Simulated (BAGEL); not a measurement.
# HF/3-21G (density fitting with qzvpp-jkfit) run of BNH3OF (SMILES NB(O)F)

Aim: the vertical ionisation energy of BNH3OF at HF/3-21G (density fitting with qzvpp-jkfit), from 2 runs. 

Program for the calculation: BAGEL 1.2.2.

3 further runs of the same task are left out: 1 that didn't finish, 2 set aside as unsound or not needed.

## (1) The structure to begin with

BNH3OF has 7 atoms, charge 0, and is taken as a singlet. SMILES: `NB(O)F`. The coordinates come from a PBE0-D4/def2-TZVP relaxation. This is one conformer, not always the lowest.

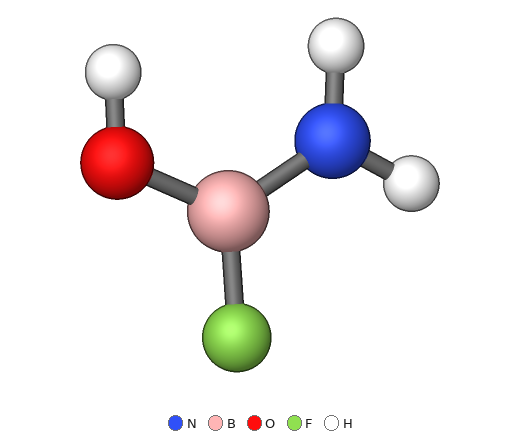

Viewed from a chosen angle; nitrogen blue, boron pink, oxygen red, fluorine green, hydrogen white.

## (2) The energy at HF/3-21G (density fitting with qzvpp-jkfit)

The input, input.json:

```json
{ "bagel": [

{
  "title": "molecule",
  "basis": "3-21g",
  "df_basis": "qzvpp-jkfit",
  "angstrom": true,
  "geometry": [
    { "atom": "N", "xyz": [      -0.531800,       0.753400,      -0.032100 ] },
    { "atom": "B", "xyz": [       0.039300,      -0.505700,      -0.288800 ] },
    { "atom": "O", "xyz": [       1.106300,      -1.044300,       0.367000 ] },
    { "atom": "F", "xyz": [      -0.494800,      -1.258200,      -1.256300 ] },
    { "atom": "H", "xyz": [      -1.320400,       1.081700,      -0.559700 ] },
    { "atom": "H", "xyz": [      -0.210100,       1.394300,       0.668500 ] },
    { "atom": "H", "xyz": [       1.472700,      -0.489200,       1.055700 ] }
  ]
},

{
  "title": "hf"
},

{
  "title": "print",
  "file": "orbitals.molden",
  "orbitals": true
}

]}
```

The run is started by

```console
BAGEL_NUM_THREADS=1 BAGEL input.json > input.out
```

Output:

```text
* using 1 threads per process

  ===============================================================
  ===============================================================

  *** Geometry ***

  { "atom" : "N", "xyz" : [     -1.004956,      1.423720,     -0.060660 ] },
  { "atom" : "B", "xyz" : [      0.074266,     -0.955635,     -0.545753 ] },
  { "atom" : "O", "xyz" : [      2.090604,     -1.973441,      0.693529 ] },
  { "atom" : "F", "xyz" : [     -0.935036,     -2.377653,     -2.374063 ] },
  { "atom" : "H", "xyz" : [     -2.495194,      2.044117,     -1.057680 ] },
  { "atom" : "H", "xyz" : [     -0.397031,      2.634845,      1.263282 ] },
  { "atom" : "H", "xyz" : [      2.783000,     -0.924454,      1.994984 ] },

  Number of auxiliary basis functions:      360

  Since a DF basis is specified, we compute 2- and 3-index integrals:
    o Being stored without compression. Storage requirement is 0.005 GB

  Number of basis functions:       42
  Number of electrons      :       32

    * METHOD: MOLECULE                             0.07

  *** RHF ***

  === Nuclear Repulsion ===
   114.6587054072

      * DIIS with orbital gradients will be used.

  === RHF iteration (3-21g) ===
      0       -253.78789379          0.03828097           0.01
      1       -253.92768601          0.01868458           0.01
      2       -253.96409044          0.00158543           0.01
      3       -253.96459051          0.00049735           0.01
      4       -253.96462350          0.00009879           0.01
      5       -253.96462565          0.00001629           0.01
      6       -253.96462573          0.00000533           0.01
      7       -253.96462574          0.00000221           0.01
      8       -253.96462574          0.00000046           0.01
      9       -253.96462574          0.00000019           0.01
     10       -253.96462574          0.00000006           0.01
     11       -253.96462574          0.00000002           0.01
     12       -253.96462574          0.00000001           0.01
    * SCF iteration converged.

    * Permanent dipole moment:
           (    0.033207,    -1.480969,    -0.896535) a.u.

    * METHOD: HF                                   0.23

    * METHOD: PRINT                                0.00

  ===============================================================
```

It took 0.46 s on 1 thread of Arm Neoverse V2, shared host.

## (3) The doublet cation at the same level

Changes to input.json since step 2:

```diff
@@ -6,3 +6,3 @@
   "df_basis": "qzvpp-jkfit",
-  "angstrom": true,
+  "angstrom": "true",
   "geometry": [
@@ -19,3 +19,5 @@
 {
-  "title": "hf"
+  "title": "uhf",
+  "charge": 1,
+  "nopen": 1
 },
@@ -25,3 +27,3 @@
   "file": "orbitals.molden",
-  "orbitals": true
+  "orbitals": "true"
 }
```

The run is started by

```console
BAGEL_NUM_THREADS=1 BAGEL input.json > input.out
```

Output:

```text
* using 1 threads per process

  ===============================================================
  ===============================================================

  *** Geometry ***

  { "atom" : "N", "xyz" : [     -1.004956,      1.423720,     -0.060660 ] },
  { "atom" : "B", "xyz" : [      0.074266,     -0.955635,     -0.545753 ] },
  { "atom" : "O", "xyz" : [      2.090604,     -1.973441,      0.693529 ] },
  { "atom" : "F", "xyz" : [     -0.935036,     -2.377653,     -2.374063 ] },
  { "atom" : "H", "xyz" : [     -2.495194,      2.044117,     -1.057680 ] },
  { "atom" : "H", "xyz" : [     -0.397031,      2.634845,      1.263282 ] },
  { "atom" : "H", "xyz" : [      2.783000,     -0.924454,      1.994984 ] },

  Number of auxiliary basis functions:      360

  Since a DF basis is specified, we compute 2- and 3-index integrals:
    o Being stored without compression. Storage requirement is 0.005 GB

  Number of basis functions:       42
  Number of electrons      :       32

    * METHOD: MOLECULE                             0.07

  *** Open-shell HF ***

  === Nuclear Repulsion ===
   114.6587054072

      * DIIS with orbital gradients will be used.

  === UHF iteration (3-21g) ===
      0       -253.43138901          0.06898984           0.03
      1       -253.55766316          0.04300011           0.02
      2       -253.58954607          0.02693303           0.02
      3       -253.60828101          0.00123318           0.02
      4       -253.60863220          0.00069483           0.02
      5       -253.60870796          0.00020458           0.02
      6       -253.60874517          0.00008152           0.02
      7       -253.60875099          0.00003351           0.02
      8       -253.60875264          0.00001646           0.03
      9       -253.60875309          0.00000783           0.02
     10       -253.60875324          0.00000330           0.02
     11       -253.60875330          0.00000194           0.02
     12       -253.60875331          0.00000055           0.02
     13       -253.60875332          0.00000026           0.02
     14       -253.60875332          0.00000011           0.02
     15       -253.60875332          0.00000006           0.02
     16       -253.60875332          0.00000003           0.02
     17       -253.60875332          0.00000001           0.02
     18       -253.60875332          0.00000001           0.02
    * SCF iteration converged.

    * S^2 (UHF) is 0.7601

    * Permanent dipole moment:
           (    0.707269,    -3.241042,    -1.370588) a.u.

    * METHOD: UHF                                  0.53

    * METHOD: PRINT                                0.00

  ===============================================================
```

Wall time 0.76 s (1 thread of Arm Neoverse V2, shared host).

## (4) What came out

At HF/3-21G (density fitting with qzvpp-jkfit):

| quantity | value |
| --- | --- |
| singlet BNH3OF: total energy | -253.96463 Eh |
| singlet BNH3OF: dipole moment | 4.40 D |
| singlet BNH3OF: HOMO energy | -11.65 eV |
| singlet BNH3OF: LUMO energy | 6.50 eV |
| singlet BNH3OF: HOMO–LUMO gap | 18.15 eV |
| doublet cation: total energy | -253.60875 Eh |
| doublet cation: ⟨S²⟩ | 0.760 |
| vertical ionisation energy (to the doublet cation) | 9.684 eV |

In words: Removing an electron at fixed nuclei costs 9.68 eV (934 kJ/mol). −ε(HOMO) before ionisation, 11.65 eV, is 1.96 eV above this ionisation energy.
